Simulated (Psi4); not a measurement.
**AlBH6 (charge +1): energy and gradient calculation (part 2 of 2)**

AlBH6 (H2Al(BH4)), charge +1, multiplicity 2; r2SCAN/def2-TZVP, UKS (Psi4 1.11). The geometry is that of the parent species in another charge or spin state. The geometry comes from this level: GFN2-xTB.

Geometry of the input (Å):
```
Al -0.8723  -0.5141  -0.4787
H  0.0968  0.9455  -0.4946
B  0.8544  0.5021  0.4669
H  0.3874  -0.6815  0.7331
H  -0.7542  -1.4322  -1.7248
H  -2.3252  -0.3765  0.0497
H  0.6700  1.1825  1.4109
H  1.9431  0.3742  0.0374
```

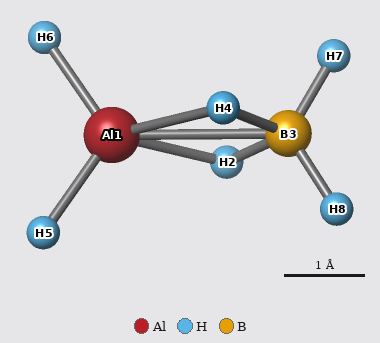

Figure 1. The structure as given in the input (ball-and-stick view, seen at a tilt; atoms are numbered from 1 in the order of the input). Sticks mark near contacts.

**What the program printed, continued**
```
Properties will be evaluated at   0.000000,   0.000000,   0.000000 [a0]

Properties computed using the SCF density matrix

 Multipole Moments:

 ------------------------------------------------------------------------------------
     Multipole            Electronic (a.u.)      Nuclear  (a.u.)        Total (a.u.)
 ------------------------------------------------------------------------------------

 L = 1.  Multiply by 2.5417464519 to convert [e a0] to [Debye]
 Dipole X            :         -1.8083061            1.2107080           -0.5975981
 Dipole Y            :         -1.0689353            0.7175640           -0.3513714
 Dipole Z            :         -0.9968081            0.6699384           -0.3268697
 Magnitude           :                                                    0.7664393

 ------------------------------------------------------------------------------------

	total time  =        118 seconds =       1.97 minutes

         ------------------------------------------------------------
                                   SCF GRAD
         ------------------------------------------------------------

  ==> Geometry <==

    Molecular point group: c1
    Full point group: C1

    Geometry (in Angstrom), charge = 1, multiplicity = 2:

       Center              X                  Y                   Z               Mass
    ------------   -----------------  -----------------  -----------------  -----------------
         AL          -0.551871288099    -0.324943396070    -0.302399744981    26.981538530000
         H            0.417288711901     1.134656603930    -0.318269744981     1.007825032230
         B            1.174868711901     0.691346603930     0.643190255019    11.009305360000
         H            0.707858711901    -0.492253396070     0.909460255019     1.007825032230
         H           -0.433781288099    -1.242953396070    -1.548489744981     1.007825032230
         H           -2.004731288099    -0.187283396070     0.226050255019     1.007825032230
         H            0.990418711901     1.371676603930     1.587270255019     1.007825032230
         H            2.263608711901     0.563406603930     0.213740255019     1.007825032230

  Nuclear repulsion =   50.055727267243114

  ==> Basis Set <==

  Basis Set: DEF2-TZVP
    Blend: DEF2-TZVP
    Number of shells: 48
    Number of basis functions: 104
    Number of Cartesian functions: 114
    Spherical Harmonics?: true
    Max angular momentum: 3

  ==> DirectJKGrad: Integral-Direct SCF Gradients <==

    Gradient:                    1
    J tasked:                  Yes
    K tasked:                   No
    wK tasked:                  No
    Integrals threads:           1
    Schwarz Cutoff:          1E-12

  ==> DFT Potential <==

   => LibXC <=

    Version 7.1.2

   => Composite Functional: R2SCAN <=

    r2SCAN Meta-GGA XC Functional  (0.1021/acs.jpclett.0c02405)

    Deriv               =              1
    GGA                 =           TRUE
    Meta                =           TRUE

    Exchange Hybrid     =          FALSE
    MP2 Hybrid          =          FALSE

   => Exchange Functionals <=

    1.0000   XC_MGGA_X_R2SCAN

   => Correlation Functionals <=

    1.0000   XC_MGGA_C_R2SCAN

   => LibXC Density Thresholds  <==

    XC_MGGA_C_R2SCAN:  1.00E-15
    XC_MGGA_X_R2SCAN:  1.00E-11

   => Molecular Quadrature <=

    Radial Scheme          =       TREUTLER
    Pruning Scheme         =           NONE
    Nuclear Scheme         =       TREUTLER

    Blocking Scheme        =         OCTREE
    BS radius alpha        =              1
    Pruning alpha          =              1
    Radial Points          =             99
    Spherical Points       =            590
    Total Points           =         443960
    Total Blocks           =           3178
    Max Points             =            256
    Max Functions          =            103
    Weights Tolerance      =       1.00E-15

  -Total Gradient:
     Atom            X                  Y                   Z
    ------   -----------------  -----------------  -----------------
       1       -0.040068293769    -0.023310453380    -0.021779881530
       2       -0.000615622635    -0.002021402689     0.000605452193
       3        0.037992347368     0.022850242053     0.021703121054
       4       -0.000825340217     0.001195168908    -0.001424498025
       5        0.000645401032     0.013866089102     0.018224438055
       6        0.022087847176    -0.000591774118    -0.006042603089
       7       -0.002446631467    -0.010796865959    -0.013681330698
       8       -0.017074848323    -0.001374876801     0.002222558343

	total time  =         17 seconds =       0.28 minutes

Properties will be evaluated at   0.000000,   0.000000,   0.000000 [a0]
OEProp: No title given, name of density matrix used for the following properties is 'SCF alpha density'

 Multipole Moments:

 ------------------------------------------------------------------------------------
     Multipole            Electronic (a.u.)      Nuclear  (a.u.)        Total (a.u.)
 ------------------------------------------------------------------------------------

 L = 1.  Multiply by 2.5417464519 to convert [e a0] to [Debye]
 Dipole X            :         -1.8083061            1.2107080           -0.5975981
 Dipole Y            :         -1.0689353            0.7175640           -0.3513714
 Dipole Z            :         -0.9968081            0.6699384           -0.3268697
 Magnitude           :                                                    0.7664393

 L = 2.  Multiply by 1.3450342976 to convert [e a0^2] to [Debye ang]
 Quadrupole XX       :        -88.5184598           78.0207979          -10.4976619
 Quadrupole XY       :        -34.6537866           35.9462678            1.2924812
 Quadrupole XZ       :        -30.0457092           31.1868820            1.1411729
 Quadrupole YY       :        -44.4856531           32.3936230          -12.0920301
 Quadrupole YZ       :        -23.6831638           24.5401822            0.8570183
 Quadrupole ZZ       :        -44.9433823           32.8527464          -12.0906360
 Traceless XX        :        -29.2026281           30.2650755            1.0624474
 Traceless YY        :         14.8301786          -15.3620994           -0.5319208
 Traceless ZZ        :         14.3724494          -14.9029761           -0.5305266

 ------------------------------------------------------------------------------------
  Lowdin Charges: (a.u.)
   Center  Symbol    Alpha    Beta     Spin     Total
       1    AL     6.30687  6.07011  0.23676  0.62301
       2     H     0.41144  0.41244 -0.00100  0.17612
       3     B     2.77578  2.65152  0.12425 -0.42730
       4     H     0.41142  0.41241 -0.00098  0.17617
       5     H     0.58366  0.33629  0.24737  0.08005
       6     H     0.58335  0.33656  0.24679  0.08009
       7     H     0.46384  0.38889  0.07495  0.14727
       8     H     0.46363  0.39179  0.07184  0.14459

  Total alpha = 12.00000, Total beta = 11.00000, Total charge =  1.00000

  Wiberg Bond Indices using Orthogonal Lowdin Orbitals:

  Total Bond Index:
  Irrep: 1 Size: 8 x 8

                 1                   2                   3                   4                   5

    1     0.00000000000000     0.36321515014119     0.98027737659788     0.36199177761496     0.72376763754898
    2     0.36321515014119     0.00000000000000     0.60786064086430     0.01850429540607     0.00715959600170
    3     0.98027737659788     0.60786064086430     0.00000000000000     0.60901299740238     0.09363048397534
    4     0.36199177761496     0.01850429540607     0.60901299740238     0.00000000000000     0.00710595006980
    5     0.72376763754898     0.00715959600170     0.09363048397534     0.00710595006980     0.00000000000000
    6     0.72350118967429     0.00721611402729     0.09442698717709     0.00717442114730     0.07860972983452
    7     0.10513819629468     0.01909698756789     0.79494797448217     0.01913725691311     0.01892442685217
    8     0.10149653458329     0.01929814327628     0.80091288521280     0.01931536890567     0.02662787083597

                 6                   7                   8

    1     0.72350118967429     0.10513819629468     0.10149653458329
    2     0.00721611402729     0.01909698756789     0.01929814327628
    3     0.09442698717709     0.79494797448217     0.80091288521280
    4     0.00717442114730     0.01913725691311     0.01931536890567
    5     0.07860972983452     0.01892442685217     0.02662787083597
    6     0.00000000000000     0.02722428096281     0.01793589014778
    7     0.02722428096281     0.00000000000000     0.03386319320651
    8     0.01793589014778     0.03386319320651     0.00000000000000

  Alpha Contribution:
  Irrep: 1 Size: 8 x 8

                 1                   2                   3                   4                   5

    1     0.00000000000000     0.18038652315684     0.44864502682187     0.17976997139925     0.46704197579840
    2     0.18038652315684     0.00000000000000     0.30438063880239     0.00929782957207     0.00335416277159
    3     0.44864502682187     0.30438063880239     0.00000000000000     0.30497329535387     0.01987367579024
    4     0.17976997139925     0.00929782957207     0.30497329535387     0.00000000000000     0.00332201350160
    5     0.46704197579840     0.00335416277159     0.01987367579024     0.00332201350160     0.00000000000000
    6     0.46669133066768     0.00331212780012     0.02032130621370     0.00329290332288     0.00829843619557
    7     0.03794735619253     0.00969940022138     0.45338914709584     0.00972372776999     0.00111620677552
    8     0.03662464500364     0.00983027516077     0.45421129589751     0.00984057927490     0.00016175904037

                 6                   7                   8

    1     0.46669133066768     0.03794735619253     0.03662464500364
    2     0.00331212780012     0.00969940022138     0.00983027516077
    3     0.02032130621370     0.45338914709584     0.45421129589751
    4     0.00329290332288     0.00972372776999     0.00984057927490
    5     0.00829843619557     0.00111620677552     0.00016175904037
    6     0.00000000000000     0.00016435868275     0.00115125528918
    7     0.00016435868275     0.00000000000000     0.01132156487534
    8     0.00115125528918     0.01132156487534     0.00000000000000

  Beta Contribution:
  Irrep: 1 Size: 8 x 8

                 1                   2                   3                   4                   5

    1     0.00000000000000     0.18282862698436     0.53163234977600     0.18222180621571     0.25672566175057
    2     0.18282862698436     0.00000000000000     0.30348000206191     0.00920646583400     0.00380543323011
    3     0.53163234977600     0.30348000206191     0.00000000000000     0.30403970204851     0.07375680818510
    4     0.18222180621571     0.00920646583400     0.30403970204851     0.00000000000000     0.00378393656820
    5     0.25672566175057     0.00380543323011     0.07375680818510     0.00378393656820     0.00000000000000
    6     0.25680985900661     0.00390398622717     0.07410568096339     0.00388151782442     0.07031129363895
    7     0.06719084010215     0.00939758734651     0.34155882738633     0.00941352914311     0.01780822007665
    8     0.06487188957965     0.00946786811551     0.34670158931528     0.00947478963077     0.02646611179561

                 6                   7                   8

    1     0.25680985900661     0.06719084010215     0.06487188957965
    2     0.00390398622717     0.00939758734651     0.00946786811551
    3     0.07410568096339     0.34155882738633     0.34670158931528
    4     0.00388151782442     0.00941352914311     0.00947478963077
    5     0.07031129363895     0.01780822007665     0.02646611179561
    6     0.00000000000000     0.02705992228006     0.01678463485861
    7     0.02705992228006     0.00000000000000     0.02254162833116
    8     0.01678463485861     0.02254162833116     0.00000000000000

  Atomic Valences:

 #  #
 Irrep: 1
      1:    3.359387862455268
      2:    1.042350927284724
      3:    3.981069345711947
      4:    1.042242067459284
      5:    0.955825695118470
      6:    0.956088612971088
      7:    1.018332316279327
      8:    1.019449886168303
```

**Standard output**
```
gradient / Eh bohr^-1
[[-0.040068 -0.02331  -0.02178 ]
 [-0.000616 -0.002021  0.000605]
 [ 0.037992  0.02285   0.021703]
 [-0.000825  0.001195 -0.001424]
 [ 0.000645  0.013866  0.018224]
 [ 0.022088 -0.000592 -0.006043]
 [-0.002447 -0.010797 -0.013681]
 [-0.017075 -0.001375  0.002223]]
energy = -270.4295362582 Eh
```
